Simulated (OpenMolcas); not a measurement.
**One shape, several levels: [BH3]− (SMILES [BH3-])**

We compute a comparison of 3 runs (U-r2SCAN/STO-3G, UB3LYP/STO-3G, ROCCSD(T)/STO-3G) of [BH3]−. 

The results are computed with OpenMolcas 26.06.

## (1) The system as given

[BH3]− has 4 atoms, charge -1, and is taken as a doublet. As SMILES, `[BH3-]`. The coordinates come from a GFN2-xTB relaxation.

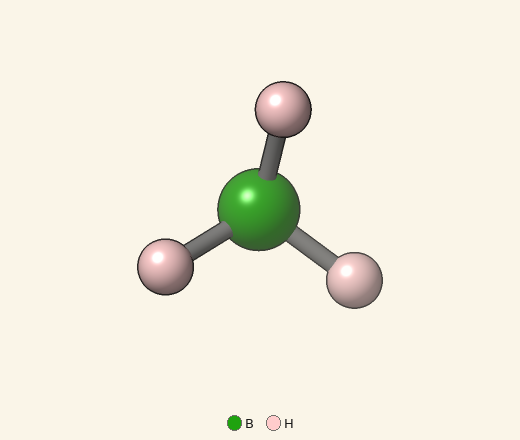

The structure, seen from a chosen angle (boron green, hydrogen pink).

## (2) A single-point energy at U-r2SCAN/STO-3G (run 1)

Input file coord.xyz:

```xyz
4

B      0.150430    -0.037330    -0.233800
H      0.917080     0.452560     0.628490
H     -0.279230    -1.161080     0.118390
H     -0.788270     0.745860    -0.513080
```

Input file run.input:

```
&GATEWAY
BasLib
$CurrDir
Coord
coord.xyz
Basis
STO-3G
Group
NoSym
&SEWARD
GridInput
Grid=UltraFine
End of Grid
&SCF
UHF
Charge
-1
Spin
2
KSDFT
2
1.0 MGGA_X_R2SCAN
1.0 MGGA_C_R2SCAN
Thresholds
1e-10 1e-07 1e-07 1e-05
PrOrbitals
1 1
```

The basis set STO-3G is read from a file made from the Basis Set Exchange's data (not shown).

The run is started by

```sh
export MOLCAS_MEM=1860
pymolcas run.input > run.log
```

Output:

```text
--- Start Module: gateway ---
[...]
--- Stop Module: gateway /rc=_RC_ALL_IS_WELL_ ---
--- Start Module: seward ---
[...]
      Basis functions            8
--- Stop Module: seward /rc=_RC_ALL_IS_WELL_ ---
--- Start Module: scf ---
[...]
       Convergence after  12 Iterations
[...]
::    Total KS-DFT energy                             -26.0906358305
[...]
      Total spin, S                                     0.5019401016
[...]
      Total electronic charge=    9.000000
      Total            charge=   -1.000000
[...]
      Dipole Moment (debye):
      Origin of the operator (angstrom)=    0.1072   -0.0266   -0.1666
                   X=  2.0765E-01               Y= -5.1437E-02               Z= -3.2089E-01           Total=  3.8566E-01
      Center of Charge (angstrom)
[...]
--- Stop Module: scf /rc=_RC_ALL_IS_WELL_ ---
[...]
```

Run time: 5.7 s. Hardware: 1 thread of Arm Neoverse V1, shared host; peak memory 0.37 GiB.

## (3) The energy at UB3LYP/STO-3G (run 2)

coord.xyz is that of step 2.

Input file run.input:

```
&GATEWAY
  BasLib
  $CurrDir
  Coord
  coord.xyz
  Basis
  STO-3G
  Group
  NoSym

&SEWARD
  GridInput
  Grid=UltraFine
  End of Grid

&SCF
  UHF
  Charge
  -1
  Spin
  2
  KSDFT
  B3LYP
  Thresholds
  1e-10 1e-07 1e-07 1e-05
  PrOrbitals
  1 1
```

The basis set STO-3G is read from a file made from the Basis Set Exchange's data (not shown).

The run is started by

```sh
export MOLCAS_MEM=1860
pymolcas run.input > run.log
```

Output:

```text
--- Start Module: gateway ---
[...]
--- Stop Module: gateway /rc=_RC_ALL_IS_WELL_ ---
--- Start Module: seward ---
[...]
      Basis functions            8
--- Stop Module: seward /rc=_RC_ALL_IS_WELL_ ---
--- Start Module: scf ---
[...]
       Convergence after  12 Iterations
[...]
::    Total KS-DFT energy                             -26.1204163290
[...]
      Total spin, S                                     0.5010256817
[...]
      Total electronic charge=    9.000000
      Total            charge=   -1.000000
[...]
      Dipole Moment (debye):
      Origin of the operator (angstrom)=    0.1072   -0.0266   -0.1666
                   X=  1.9724E-01               Y= -4.8846E-02               Z= -3.0468E-01           Total=  3.6622E-01
      Center of Charge (angstrom)
[...]
--- Stop Module: scf /rc=_RC_ALL_IS_WELL_ ---
[...]
```

Wall time 5.1 s (1 thread of Arm Neoverse V1, shared host); peak memory 0.37 GiB.

## (4) The energy at ROCCSD(T)/STO-3G (run 3)

coord.xyz is that of step 3.

Input file run.input:

```
>>> EXPORT MOLCAS_PRINT=2
&gateway
baslib = $CurrDir
coord = coord.xyz
basis = STO-3G
group = NoSym
&seward
&scf
uhf
charge = -1
spin = 2
thresholds = 1e-10 1e-07 1e-07 1e-05
prorbitals = 1 1
&rasscf
fileorb = $Project.UnaOrb
spin = 2
nactel = 1 0 0
inactive = 4
ras2 = 1
outorbitals = Canonical
orblisting = Nothing
&motra
jobiph
frozen = 1
&ccsdt
cct
triples = 3
iterations = 80
accuracy = 1e-08
extrapolation = 5 4
```

The basis set STO-3G is read from a file made from the Basis Set Exchange's data (not shown).

The run is started by

```sh
export MOLCAS_MEM=1860
pymolcas run.input > run.log
```

Output:

```text
--- Start Module: gateway ---
[...]
--- Stop Module: gateway /rc=_RC_ALL_IS_WELL_ ---
[...]
      Basis functions            8
[...]
       Convergence after  14 Iterations
[...]
::    Total SCF energy                                -25.8645771207
[...]
      Total spin, S                                     0.5037207238
[...]
      Number of active orbitals                  1
[...]
      Spin quantum number                      0.5
[...]
      Active orbitals                            1
[...]
      Number of CSFs                             1
[...]
      Number of root(s) required                 1
[...]
      Convergence after  5 iterations
[...]
      printout of CI-coefficients larger than  0.05 for root  1
      energy=     -25.863003
      conf/sym  1     Coeff  Weight
             1  u   1.00000 1.00000
      Natural orbitals and occupation numbers for root  1
      sym 1:   1.000000
      ************************************************************************************************************************
      *                                                    Final results                                                     *
[...]
::    RASSCF root number  1 Total energy:    -25.86300277
[...]
      Total electronic charge=    9.000000
      Total            charge=   -1.000000
[...]
      Dipole Moment (debye):
      Origin of the operator (angstrom)=    0.1072   -0.0266   -0.1666
                   X=  2.6390E-01               Y= -6.5362E-02               Z= -4.0809E-01           Total=  4.9036E-01
      Center of Charge (angstrom)
[...]
--- Start Module: motra ---
[...]
      *** WARNING: Default frozen orbitals is overwritten by user input.
      *** Default values:   1
[...]
--- Stop Module: motra /rc=_RC_ALL_IS_WELL_ ---
--- Start Module: ccsdt ---
[...]
      Convergence after                    13  Iterations
      Total energy (diff) :     -25.91706890       0.00000000
[...]
 METHOD                       : CCSD+T(CCSD)+<T3(1)WT1>+<T3(1)UT2> = CCSD(T)
[...]
       CCSD     =       -25.9170689022575
[...]
--- Stop Module: ccsdt /rc=_RC_ALL_IS_WELL_ ---
[...]
```

It took 2.4 s on 1 thread of Arm Neoverse V1, shared host; peak memory 0.37 GiB.

## (5) All runs side by side

| run | level | integration grid | frozen core orbitals | energy (Eh) | HOMO energy (eV) | LUMO energy (eV) | ⟨S²⟩ | wall time |
| --- | --- | --- | --- | --- | --- | --- | --- | --- |
| 1 | U-r2SCAN/STO-3G | UltraFine | – | -26.090636 | 8.50 | 13.72 | 0.754 | 5.7 s |
| 2 | UB3LYP/STO-3G | UltraFine | – | -26.120416 | 7.81 | 13.50 | 0.752 | 5.1 s |
| 3 | ROCCSD(T)/STO-3G | – | 1 | -25.917256 | – | – | – | 2.4 s |

## (6) Outcome

| quantity | value |
| --- | --- |
| run 3: total energy | -25.91726 Eh |
| run 3: (T) correction | -0.19 mEh |

Totals of different functionals can't be ranked against each other. In runs 1, 2 the HOMO lies above zero, so the outermost electron may be held by the basis alone. In runs 1, 2, 3 the basis is minimal, so the values are rough. All runs together took 13 s, the longest 5.7 s.
